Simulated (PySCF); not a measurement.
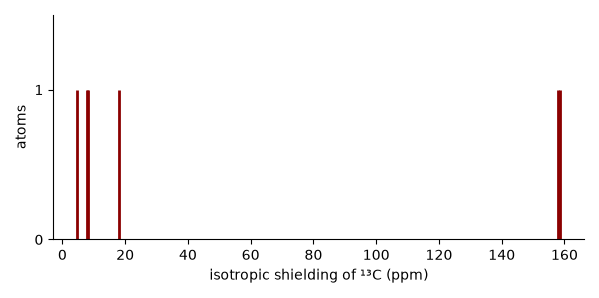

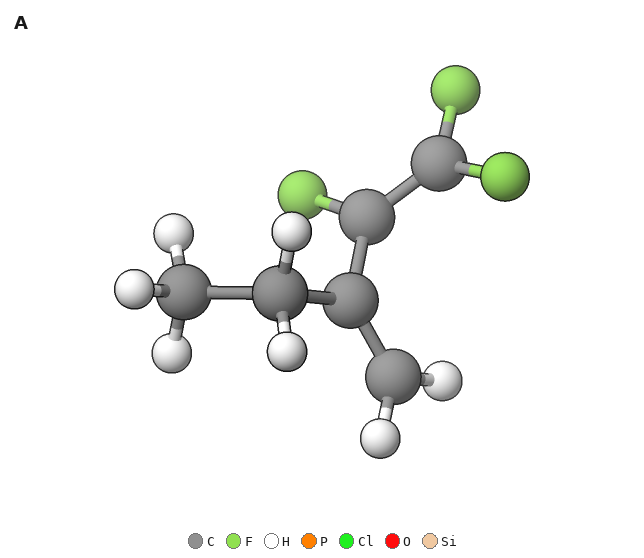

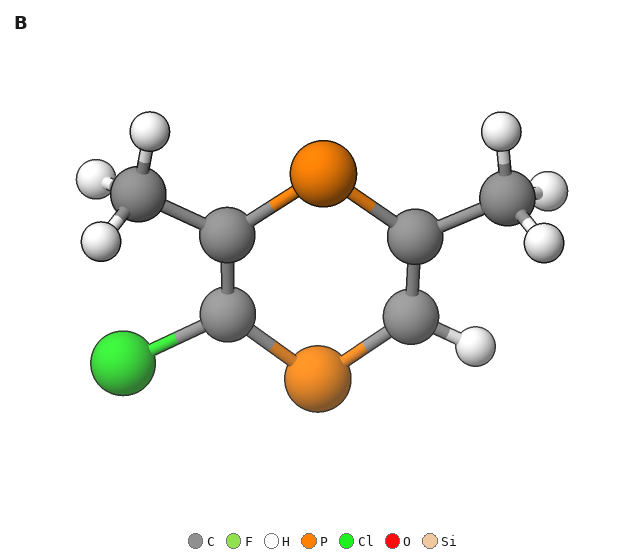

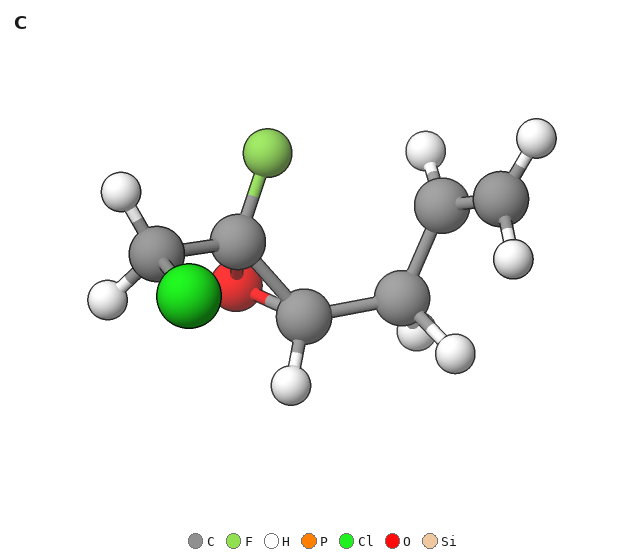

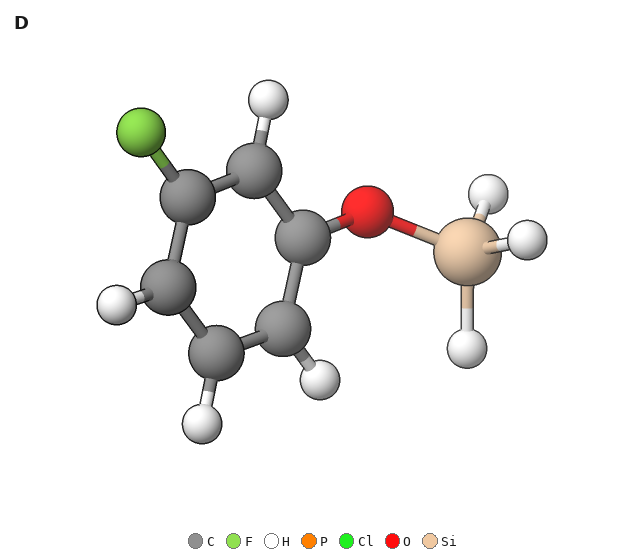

The sticks are computed shieldings of one of the molecules, for one fixed geometry (GFN2-xTB) without averaging over rotations. Low shielding means a high chemical shift. Method: GIAO PBE0/pcSseg-1 NMR shielding, non-relativistic, gas phase (PySCF 2.14.0).

Which molecule gives this pattern?

B, `Cc1cpc(Cl)c(C)p1`. Its 6 C atoms give lines at 4.8, 7.7, 8.3, 17.9, 157.9, 158.6 ppm.

The geometry is semi-empirical. Around P such bond lengths and angles can be off by a tenth of an ångström or more and by several degrees, and values that hang on the shape move with them.
